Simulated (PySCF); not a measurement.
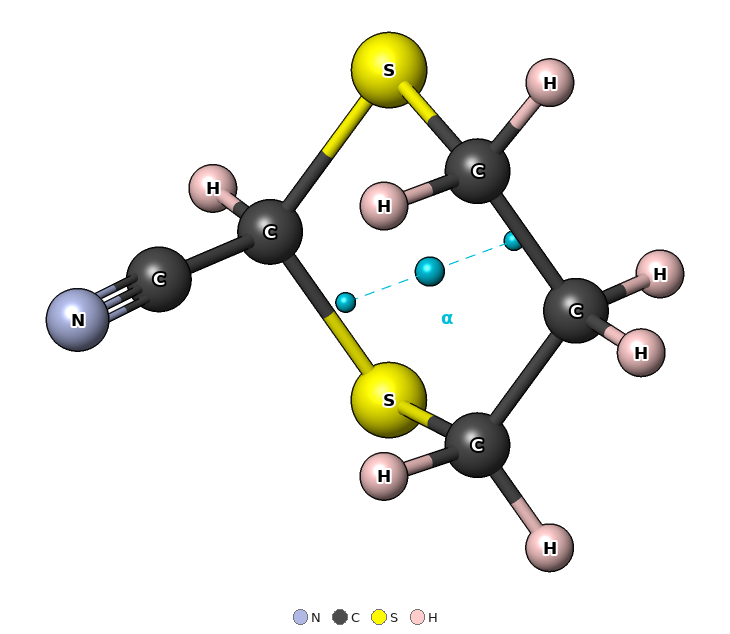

The small points mark where nucleus-independent chemical shifts (NICS) were computed: at the centre of each lettered ring and 1 Å above and below it. Computed geometry: GFN2-xTB optimisation. No frequency run is at hand to confirm it as a minimum. Method: GIAO PBE0/pcSseg-1 NMR shielding, non-relativistic, gas phase (PySCF 2.14.0).

Give NICS(0), NICS(1) and the out-of-plane component NICS(1)zz for each ring (means of the two sides).

| ring | members | NICS(0) | NICS(1) | NICS(1)zz |
| --- | --- | --- | --- | --- |
| α | C4S2 | −2.4 | −1.6 | 4.6 |

Values in ppm.

### What do the values say about the ring currents?

Ring α: weak, as in a non-aromatic ring. NICS is one index among several.
